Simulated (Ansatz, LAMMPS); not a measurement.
# Site preference of a vacancy of Cd in amorphous Zn21Cd9Te14Se16 (60 atoms)

At which site of amorphous Zn21Cd9Te14Se16 (60 atoms) does a vacancy of Cd cost least, and what about the site decides it?

Program: Ansatz 0.2.0. Level of theory: Kohn-Sham DFT, r2SCAN, PAW (set soft_1), plane waves. Results are calculated unless marked as measured.

### Step 1. The structure

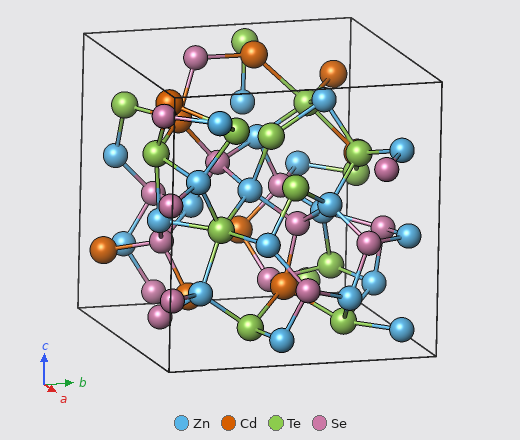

The starting structure, seen slightly off an axis (zinc blue, cadmium orange, tellurium green, selenium pink). Bonds to atoms that aren't drawn are left out.

The cell holds 60 atoms: 21 Zn, 9 Cd, 14 Te and 16 Se. Its edges and angles: a = 11.979 Å, b = 11.979 Å, c = 11.979 Å, α = 90.0°, β = 90.0°, γ = 90.0°. 60 atoms (21 Zn, 9 Cd, 14 Te, 16 Se) placed at random at 5.25 g/cm³, melted at 2500 K for 10 ps at fixed volume with the Stillinger-Weber II-VI potential (Zhou et al., Phys. Rev. B 88, 085309 (2013)). Quenched from 2500 K to 300 K at 10 K/ps and fixed volume, annealed at 900 K for 20 ps, held 5 ps, then minimised at fixed cell.

What the set-up can't give: The quench rate of 10 K/ps far exceeds what a furnace or splat quench reaches, so expect more defects and frozen-in strain than in a real sample. The network of bonds at the start is that of the classical potential that made the cell, and needn't be the one that DFT or experiment would give. The Brillouin zone is sampled at Γ only, in a cell whose shortest periodic width is 12 Å. Spin–orbit coupling is left out, which matters for the levels of the heavy elements.

### Step 2. Single point at the start

A single point comes first, to see the forces before anything moves.

Input file input.yaml:

```yaml
crystal:
  lattice:
    - [11.979, 0.0, 0.0]
    - [0.0, 11.979, 0.0]
    - [0.0, 0.0, 11.979]
  atoms:
    - { symbol: Zn, position: [0.68766, 0.22013, 0.2002] }
    - { symbol: Zn, position: [0.82504, 0.91618, 0.71492] }
    - { symbol: Zn, position: [0.5569, 0.7127, 0.8483] }
    - { symbol: Zn, position: [0.86704, 0.40751, 0.40801] }
    - { symbol: Zn, position: [0.4825, 0.13152, 0.42475] }
    - { symbol: Zn, position: [0.00732, 0.16292, 0.22628] }
    - { symbol: Zn, position: [0.87186, 0.71614, 0.19872] }
    - { symbol: Zn, position: [0.6971, 0.20061, 0.6088] }
    - { symbol: Zn, position: [0.04267, 0.79735, 0.49095] }
    - { symbol: Zn, position: [0.7646, 0.9691, 0.38562] }
    - { symbol: Zn, position: [0.39621, 0.77177, 0.40164] }
    - { symbol: Zn, position: [0.02143, 0.12118, 0.5539] }
    - { symbol: Zn, position: [0.21696, 0.58259, 0.64107] }
    - { symbol: Zn, position: [0.52596, 0.92508, 0.16124] }
    - { symbol: Zn, position: [0.50248, 0.46133, 0.52016] }
    - { symbol: Zn, position: [0.92769, 0.44542, 0.07398] }
    - { symbol: Zn, position: [0.83871, 0.92492, 0.06412] }
    - { symbol: Zn, position: [0.2138, 0.34135, 0.40507] }
    - { symbol: Zn, position: [0.00918, 0.59695, 0.71802] }
    - { symbol: Zn, position: [0.94297, 0.19091, 0.8819] }
    - { symbol: Zn, position: [0.71575, 0.68792, 0.50455] }
    - { symbol: Cd, position: [0.38138, 0.90282, 0.60311] }
    - { symbol: Cd, position: [0.25778, 0.54972, 0.95222] }
    - { symbol: Cd, position: [0.17671, 0.53522, 0.29606] }
    - { symbol: Cd, position: [0.39633, 0.27443, 0.11946] }
    - { symbol: Cd, position: [0.617, 0.11273, 0.8843] }
    - { symbol: Cd, position: [0.14188, 0.88904, 0.8349] }
    - { symbol: Cd, position: [0.19081, 0.02531, 0.25406] }
    - { symbol: Cd, position: [0.56189, 0.57553, 0.17859] }
    - { symbol: Cd, position: [0.30625, 0.25508, 0.74433] }
    - { symbol: Te, position: [0.57548, 0.5114, 0.73132] }
    - { symbol: Te, position: [0.02817, 0.59426, 0.942] }
    - { symbol: Te, position: [0.76016, 0.31577, 0.80419] }
    - { symbol: Te, position: [0.631, 0.82216, 0.66438] }
    - { symbol: Te, position: [0.32346, 0.83163, 0.18473] }
    - { symbol: Te, position: [0.65716, 0.76851, 0.06183] }
    - { symbol: Te, position: [0.70812, 0.40236, 0.07129] }
    - { symbol: Te, position: [0.11235, 0.12004, 0.7591] }
    - { symbol: Te, position: [0.32784, 0.72815, 0.78285] }
    - { symbol: Te, position: [0.16966, 0.97308, 0.47756] }
    - { symbol: Te, position: [0.64432, 0.30765, 0.41644] }
    - { symbol: Te, position: [0.48516, 0.11274, 0.66929] }
    - { symbol: Te, position: [0.83245, 0.51812, 0.60264] }
    - { symbol: Te, position: [0.05206, 0.8375, 0.06257] }
    - { symbol: Se, position: [0.33404, 0.59953, 0.14765] }
    - { symbol: Se, position: [0.81757, 0.02486, 0.88887] }
    - { symbol: Se, position: [0.54541, 0.11919, 0.08854] }
    - { symbol: Se, position: [0.02165, 0.26581, 0.40744] }
    - { symbol: Se, position: [0.82958, 0.05261, 0.56314] }
    - { symbol: Se, position: [0.99623, 0.80104, 0.69178] }
    - { symbol: Se, position: [0.5554, 0.94437, 0.36713] }
    - { symbol: Se, position: [0.5458, 0.62667, 0.39912] }
    - { symbol: Se, position: [0.03161, 0.27161, 0.05059] }
    - { symbol: Se, position: [0.8274, 0.0668, 0.21555] }
    - { symbol: Se, position: [0.85689, 0.78858, 0.39126] }
    - { symbol: Se, position: [0.32193, 0.19616, 0.30752] }
    - { symbol: Se, position: [0.30719, 0.40562, 0.5794] }
    - { symbol: Se, position: [0.95549, 0.53015, 0.25632] }
    - { symbol: Se, position: [0.20995, 0.67583, 0.45738] }
    - { symbol: Se, position: [0.26232, 0.3301, 0.9541] }
kpoints:
  mp_grid: { grid: [1, 1, 1] }
hamiltonian:
  xc: r2scan
  pseudopotentials: { kind: paw, azcp: { folder: soft_1 } }
scf:
  occupations: { method: fermi_dirac, width: 0.05 }
output:
  forces: true
```

On the command line:

```console
$ ansatz run input.yaml --threads 4 --pin off --max-ram 15872MiB --backend cpu --events-out ev --progress --plain --runs-dir out
```

Numbers of over 12 decimals in the logs are rounded to 6 here.

The program printed:

```text
[...]
Pseudopotentials: kind: paw
Pseudopotential: Zn, paw, valence charge 12, recommended cutoff 500 eV (meta_gga), soft_1/Zn.paw.azcp
Pseudopotential: Cd, paw, valence charge 20, recommended cutoff 500 eV (meta_gga), soft_1/Cd.paw.azcp
Pseudopotential: Te, paw, valence charge 16, recommended cutoff 500 eV (meta_gga), soft_1/Te.paw.azcp
Pseudopotential: Se, paw, valence charge 16, recommended cutoff 500 eV (meta_gga), soft_1/Se.paw.azcp
[... 6 lines on functional and potentials left out ...]
Crystal: 60 atoms, lattice volume = 1718.944 Å³
Basis set: ecut = 500 eV, 43723 PW (Γ), exchange–correlation on 360×360×360 points (64 copies of the dense FFT grid, shifted against one another)
Bands: 516, of which v1, the nominal top of the filled ones, is band 456 counted from 1 (455 counted from 0)
Symmetry: 1 space group operations
Space group: P1 (ITA 1), of the structure as read, at distance tolerance 1.2e-4 Å
k-points: 1
[... 13 lines on functional and potentials left out ...]
Initial density: superposition of atomic densities (chi_scale 0.1, normalization cell, long waves kept (reshape's long-wave potential 0.52 eV rms))
Initial wavefunctions: pseudopotential atomic-orbital guess
[...]
SCF iter   1: F=—  HF=-329871.632208 eV  |F-HF|=—  |Δ(HF+E_count)|=         —  Δρ=5.26e-2  dr2=1.04e2  dr2_τ=2.75e-1  ethr=3.10e-3  ⟨swp⟩=6.0  Hψ=2093  notcnv=0  defer=38
preconditioner: auto → LDOS  [insulator: Δε(μ)=0.233 eV  Ē_g=10.537 eV  σ=0.050 eV  W_gap=0.82  n_scr=436 (ndim 8)  ℏωp=20.8 eV  f_vac=0.118  D(μ)=7.36/eV (n_scr^D=18)  ε∞_Penn≈4.9  β→1.0]
[...]
SCF iter  18: F=—  HF=-329854.773450 eV  |F-HF|=—  |Δ(HF+E_count)|=   2.53e-8  Δρ=2.06e-6  dr2=1.64e-7  dr2_τ=6.26e-10  ethr=4.02e-11  ⟨swp⟩=2.0  Hψ=668  notcnv=0  defer=46
SCF iter  19: F=-329854.773450 eV  HF=-329854.773450 eV  |F-HF|=5.59e-8  |Δ(HF+E_count)|=   6.87e-9  Δρ=1.46e-6  dr2=6.87e-8  dr2_τ=2.72e-10  ethr=1.10e-11  ⟨swp⟩=4.0  Hψ=1556  notcnv=0
SCF 1 converged in 19 iterations: F = -329854.773450 eV  dr2 = 6.87e-8
[...]
SCF converged after 19 iterations
Free energy (F): -329854.773450 eV
Harris-Foulkes:  -329854.773450 eV  (|F-HF|=5.59e-8)
Internal energy: -329854.620869 eV  (E = F + TS)
E sigma→0 (E₀):  -329854.697160 eV
Entropy (-TS):   -0.152580 eV (-2.543 meV/atom)
Fermi energy:    6.916942 eV
--- Per-component energies (eV) ---
[...]
Σ components = -329854.773450   (vs F -329854.773450, Δ=0.00e0)
--- Forces (eV/Å), atoms counted from 1 ---
  atom   1  Zn     0.34334132     0.26296983    -0.33919760
  atom   2  Zn    -0.03178625    -0.22327191    -0.02226287
  atom   3  Zn     0.13954558    -0.11710796    -0.52624282
  atom   4  Zn     0.22139132     0.33928767     0.34583239
[...]
atom  60  Se     1.27032170     0.23595347    -0.44313195
  max |Σ_I F_I| component: 1.79e-5 eV/Å
```

Elapsed: 1.9 min, on 4 threads of Arm Neoverse V1, shared host; peak memory 5.2 GiB; 7.6 min of CPU time.

The column dr2 measures how far the density is from self-consistency, as an energy; F and HF (Harris–Foulkes) agree once it is small.

The r.m.s. force at the start is 0.35 eV/Å.

### Step 3. Relaxation

With the cell held, the atoms are moved downhill towards a nearby minimum.

Input file input.yaml:

```yaml
crystal:
  lattice:
    - [11.979, 0.0, 0.0]
    - [0.0, 11.979, 0.0]
    - [0.0, 0.0, 11.979]
  atoms:
    [... the 60 atom lines of step 2 ...]
kpoints:
  mp_grid: { grid: [1, 1, 1] }
hamiltonian:
  xc: r2scan
  pseudopotentials: { kind: paw, azcp: { folder: soft_1 } }
scf:
  occupations: { method: fermi_dirac, width: 0.05 }
output:
  forces: true
relax:
  f_tol: 0.05
  max_steps: 120
```

The program printed:

```text
[...]
Crystal: 60 atoms, lattice volume = 1718.944 Å³
Basis set: ecut = 500 eV, 43723 PW (Γ), exchange–correlation on 360×360×360 points (64 copies of the dense FFT grid, shifted against one another)
Bands: 548, of which v1, the nominal top of the filled ones, is band 456 counted from 1 (455 counted from 0)
Symmetry: 1 space group operations
[...]
k-points: 1
[...]
SCF iter   1: F=—  HF=-329871.635128 eV  |F-HF|=—  |Δ(HF+E_count)|=         —  Δρ=5.26e-2  dr2=1.04e2  dr2_τ=2.75e-1  ethr=3.10e-3  ⟨swp⟩=6.0  Hψ=2214  notcnv=0  defer=70
[...]
SCF iter  12: F=—  HF=-329854.773461 eV  |F-HF|=—  |Δ(HF+E_count)|=   1.83e-5  Δρ=4.72e-5  dr2=1.03e-4  dr2_τ=3.61e-7  ethr=3.34e-8  ⟨swp⟩=2.0  Hψ=654  notcnv=0  defer=78
SCF iter  13: F=-329854.773422 eV  HF=-329854.773456 eV  |F-HF|=3.38e-5  |Δ(HF+E_count)|=   5.10e-6  Δρ=3.24e-5  dr2=3.82e-5  dr2_τ=1.85e-7  ethr=6.85e-9  ⟨swp⟩=3.0  Hψ=1682  notcnv=0
SCF 1 converged in 13 iterations: F = -329854.773422 eV  dr2 = 3.82e-5
[...]
relax step   1: F+E_penalty+E_count = -329854.77342244 eV  Δ(F+E_penalty+E_count) = +0.000e0 eV  max|allowed force component| = 1.270e0 eV/Å  Δτ_max = 0.0000 Å  (13 SCF iters, dr2 threshold 6.25e-5 eV, accepted)
[... from here on, the SCF cycles and remarks between the steps are left out ...]
relax step   2: F+E_penalty+E_count = -329856.32219856 eV  Δ(F+E_penalty+E_count) = -1.549e0 eV  max|allowed force component| = 5.040e-1 eV/Å  Δτ_max = 0.1949 Å  (9 SCF iters, dr2 threshold 1.00e-4 eV, accepted)
relax step   3: F+E_penalty+E_count = -329857.13343938 eV  Δ(F+E_penalty+E_count) = -8.112e-1 eV  max|allowed force component| = 5.367e-1 eV/Å  Δτ_max = 0.1966 Å  (11 SCF iters, dr2 threshold 1.59e-5 eV, accepted)
relax step   4: F+E_penalty+E_count = -329857.71449933 eV  Δ(F+E_penalty+E_count) = -5.811e-1 eV  max|allowed force component| = 6.747e-1 eV/Å  Δτ_max = 0.1914 Å  (10 SCF iters, dr2 threshold 4.54e-5 eV, accepted)
relax step   5: F+E_penalty+E_count = -329858.21454669 eV  Δ(F+E_penalty+E_count) = -5.000e-1 eV  max|allowed force component| = 6.982e-1 eV/Å  Δτ_max = 0.1957 Å  (7 SCF iters, dr2 threshold 1.00e-4 eV, accepted)
relax step   6: F+E_penalty+E_count = -329858.65156251 eV  Δ(F+E_penalty+E_count) = -4.370e-1 eV  max|allowed force component| = 4.514e-1 eV/Å  Δτ_max = 0.1951 Å  (7 SCF iters, dr2 threshold 1.00e-4 eV, accepted)
relax step   7: F+E_penalty+E_count = -329859.10112520 eV  Δ(F+E_penalty+E_count) = -4.496e-1 eV  max|allowed force component| = 4.349e-1 eV/Å  Δτ_max = 0.2000 Å  (7 SCF iters, dr2 threshold 8.52e-5 eV, accepted)
relax step   8: F+E_penalty+E_count = -329859.42694709 eV  Δ(F+E_penalty+E_count) = -3.258e-1 eV  max|allowed force component| = 2.385e-1 eV/Å  Δτ_max = 0.1906 Å  (7 SCF iters, dr2 threshold 7.91e-5 eV, accepted)
relax step   9: F+E_penalty+E_count = -329859.68899674 eV  Δ(F+E_penalty+E_count) = -2.620e-1 eV  max|allowed force component| = 2.629e-1 eV/Å  Δτ_max = 0.1923 Å  (8 SCF iters, dr2 threshold 1.71e-5 eV, accepted)
relax step  10: F+E_penalty+E_count = -329859.90026417 eV  Δ(F+E_penalty+E_count) = -2.113e-1 eV  max|allowed force component| = 1.853e-1 eV/Å  Δτ_max = 0.1902 Å  (7 SCF iters, dr2 threshold 2.08e-5 eV, accepted)
relax step  11: F+E_penalty+E_count = -329860.13166409 eV  Δ(F+E_penalty+E_count) = -2.314e-1 eV  max|allowed force component| = 1.544e-1 eV/Å  Δτ_max = 0.1954 Å  (7 SCF iters, dr2 threshold 1.71e-5 eV, accepted)
relax step  12: F+E_penalty+E_count = -329860.34493624 eV  Δ(F+E_penalty+E_count) = -2.133e-1 eV  max|allowed force component| = 1.965e-1 eV/Å  Δτ_max = 0.1915 Å  (8 SCF iters, dr2 threshold 1.18e-5 eV, accepted)
relax step  13: F+E_penalty+E_count = -329860.53500236 eV  Δ(F+E_penalty+E_count) = -1.901e-1 eV  max|allowed force component| = 1.253e-1 eV/Å  Δτ_max = 0.1919 Å  (7 SCF iters, dr2 threshold 2.68e-5 eV, accepted)
relax step  14: F+E_penalty+E_count = -329860.68060321 eV  Δ(F+E_penalty+E_count) = -1.456e-1 eV  max|allowed force component| = 1.387e-1 eV/Å  Δτ_max = 0.1950 Å  (8 SCF iters, dr2 threshold 6.38e-6 eV, accepted)
relax step  15: F+E_penalty+E_count = -329860.81707089 eV  Δ(F+E_penalty+E_count) = -1.365e-1 eV  max|allowed force component| = 2.077e-1 eV/Å  Δτ_max = 0.1908 Å  (8 SCF iters, dr2 threshold 7.82e-6 eV, accepted)
relax step  16: F+E_penalty+E_count = -329860.95914532 eV  Δ(F+E_penalty+E_count) = -1.421e-1 eV  max|allowed force component| = 2.146e-1 eV/Å  Δτ_max = 0.1950 Å  (7 SCF iters, dr2 threshold 4.32e-5 eV, accepted)
relax step  17: F+E_penalty+E_count = -329860.99689014 eV  Δ(F+E_penalty+E_count) = -3.774e-2 eV  max|allowed force component| = 5.364e-1 eV/Å  Δτ_max = 0.1951 Å  (7 SCF iters, dr2 threshold 4.61e-5 eV, accepted)
relax step  18: F+E_penalty+E_count = -329861.07960395 eV  Δ(F+E_penalty+E_count) = -8.271e-2 eV  max|allowed force component| = 2.773e-1 eV/Å  Δτ_max = 0.2000 Å  (7 SCF iters, dr2 threshold 1.00e-4 eV, accepted)
relax step  19: F+E_penalty+E_count = -329861.16425133 eV  Δ(F+E_penalty+E_count) = -8.465e-2 eV  max|allowed force component| = 1.556e-1 eV/Å  Δτ_max = 0.1950 Å  (7 SCF iters, dr2 threshold 2.06e-5 eV, accepted)
relax step  20: F+E_penalty+E_count = -329861.21496483 eV  Δ(F+E_penalty+E_count) = -5.071e-2 eV  max|allowed force component| = 1.715e-1 eV/Å  Δτ_max = 0.1949 Å  (8 SCF iters, dr2 threshold 6.47e-6 eV, accepted)
relax step  21: F+E_penalty+E_count = -329861.23666554 eV  Δ(F+E_penalty+E_count) = -2.170e-2 eV  max|allowed force component| = 1.492e-1 eV/Å  Δτ_max = 0.1038 Å  (8 SCF iters, dr2 threshold 9.27e-6 eV, accepted)
relax step  22: F+E_penalty+E_count = -329861.25641910 eV  Δ(F+E_penalty+E_count) = -1.975e-2 eV  max|allowed force component| = 9.853e-2 eV/Å  Δτ_max = 0.0935 Å  (7 SCF iters, dr2 threshold 1.68e-5 eV, accepted)
relax step  23: F+E_penalty+E_count = -329861.30003514 eV  Δ(F+E_penalty+E_count) = -4.362e-2 eV  max|allowed force component| = 1.630e-1 eV/Å  Δτ_max = 0.1962 Å  (8 SCF iters, dr2 threshold 4.23e-6 eV, accepted)
relax step  24: F+E_penalty+E_count = -329861.36171198 eV  Δ(F+E_penalty+E_count) = -6.168e-2 eV  max|allowed force component| = 1.449e-1 eV/Å  Δτ_max = 0.1951 Å  (7 SCF iters, dr2 threshold 1.16e-5 eV, accepted)
[...]
relax step  28: F+E_penalty+E_count = -329861.51829121 eV  Δ(F+E_penalty+E_count) = -1.315e-2 eV  max|allowed force component| = 1.203e-1 eV/Å  Δτ_max = 0.2000 Å  (11 SCF iters, accepted)
[...]
relax step  37: F+E_penalty+E_count = -329861.89735970 eV  Δ(F+E_penalty+E_count) = -4.237e-2 eV  max|allowed force component| = 9.692e-2 eV/Å  Δτ_max = 0.1952 Å  (8 SCF iters, dr2 threshold 6.45e-6 eV, accepted)
relax step  38: F+E_penalty+E_count = -329861.94380056 eV  Δ(F+E_penalty+E_count) = -4.644e-2 eV  max|allowed force component| = 9.587e-2 eV/Å  Δτ_max = 0.1953 Å  (8 SCF iters, dr2 threshold 7.79e-6 eV, accepted)
relax step  39: F+E_penalty+E_count = -329861.98969467 eV  Δ(F+E_penalty+E_count) = -4.589e-2 eV  max|allowed force component| = 1.306e-1 eV/Å  Δτ_max = 0.1951 Å  (8 SCF iters, dr2 threshold 7.62e-6 eV, accepted)
relax step  40: F+E_penalty+E_count = -329862.01927021 eV  Δ(F+E_penalty+E_count) = -2.958e-2 eV  max|allowed force component| = 1.488e-1 eV/Å  Δτ_max = 0.1972 Å  (8 SCF iters, dr2 threshold 1.67e-5 eV, accepted)
relax step  41: F+E_penalty+E_count = -329862.03374789 eV  Δ(F+E_penalty+E_count) = -1.448e-2 eV  max|allowed force component| = 8.149e-2 eV/Å  Δτ_max = 0.0798 Å  (7 SCF iters, dr2 threshold 2.22e-5 eV, accepted)
relax step  42: F+E_penalty+E_count = -329862.04539312 eV  Δ(F+E_penalty+E_count) = -1.165e-2 eV  max|allowed force component| = 9.319e-2 eV/Å  Δτ_max = 0.0643 Å  (9 SCF iters, accepted)
relax step  43: F+E_penalty+E_count = -329862.05535965 eV  Δ(F+E_penalty+E_count) = -9.967e-3 eV  max|allowed force component| = 8.704e-2 eV/Å  Δτ_max = 0.0570 Å  (8 SCF iters, dr2 threshold 2.60e-6 eV, accepted)
relax step  44: F+E_penalty+E_count = -329862.06790977 eV  Δ(F+E_penalty+E_count) = -1.255e-2 eV  max|allowed force component| = 7.480e-2 eV/Å  Δτ_max = 0.2000 Å  (8 SCF iters, dr2 threshold 6.61e-6 eV, accepted)
relax step  45: F+E_penalty+E_count = -329862.07340053 eV  Δ(F+E_penalty+E_count) = -5.491e-3 eV  max|allowed force component| = 4.882e-2 eV/Å  Δτ_max = 0.0318 Å  (7 SCF iters, dr2 threshold 4.13e-6 eV, accepted)
relax step  46: F+E_penalty+E_count = -329862.07340117 eV  Δ(F+E_penalty+E_count) = -6.409e-7 eV  max|allowed force component| = 4.882e-2 eV/Å  Δτ_max = 0.0000 Å  (4 SCF iters, accepted)
[...]
SCF iter   2: F=-329862.073401 eV  HF=-329862.073401 eV  |F-HF|=1.55e-8  |Δ(HF+E_count)|=   9.60e-9  Δρ=7.01e-7  dr2=1.86e-8  dr2_τ=1.40e-10  ethr=4.16e-12  ⟨swp⟩=4.0  Hψ=1412  notcnv=0
SCF 47 converged in 2 iterations: F = -329862.073401 eV  dr2 = 1.86e-8
SCF converged after 2 iterations
Free energy (F): -329862.073401 eV
[...]
Internal energy: -329862.073388 eV  (E = F + TS)
E sigma→0 (E₀):  -329862.073395 eV
Entropy (-TS):   -0.000013 eV (-0.000 meV/atom)
Fermi energy:    6.909091 eV
[...]
Σ components = -329862.073401   (vs F -329862.073401, Δ=0.00e0)
--- Forces (eV/Å), atoms counted from 1 ---
  atom   1  Zn    -0.00299750    -0.00330421     0.01384017
  atom   2  Zn    -0.00049153     0.00238979     0.00251953
  atom   3  Zn     0.00503452     0.00262821     0.01295748
  atom   4  Zn     0.00533142    -0.00220051    -0.00516647
[...]
atom  60  Se     0.02675796    -0.00158497    -0.00280163
  max |Σ_I F_I| component: 6.41e-5 eV/Å
--- Relaxed structure (46 steps of the walk, 46 accepted, 0 SCFs on fresh bases) ---
  F+E_penalty+E_count = -329862.07340117 eV   max|allowed force component| = 4.882e-2 eV/Å
  atoms:
    - { symbol: Zn, position: [0.684982, 0.208686, 0.129377] }
    - { symbol: Zn, position: [0.817067, 0.948162, 0.724874] }
    - { symbol: Zn, position: [0.659667, 0.710722, 0.860709] }
    - { symbol: Zn, position: [0.988514, 0.512096, 0.424374] }
[...]
- { symbol: Se, position: [0.324047, 0.310881, 0.908181] }
```

Elapsed: 45 min, on 4 threads; peak memory 5.3 GiB.

The relaxation converged after 46 steps, 7.30 eV below its start, with a largest force component of 0.049 eV/Å.

(Part 1 of 3 ends here.)

[Logs are printed without paths, hosts, clocks, repeated set-up lines and the standing remarks that a program may print on its own settings, such as how far it seeks lower states.]

[Hosts, paths, dates, database ids (printed as entryN), source tags and the programs' standing remarks are cut or masked in the printed files.]
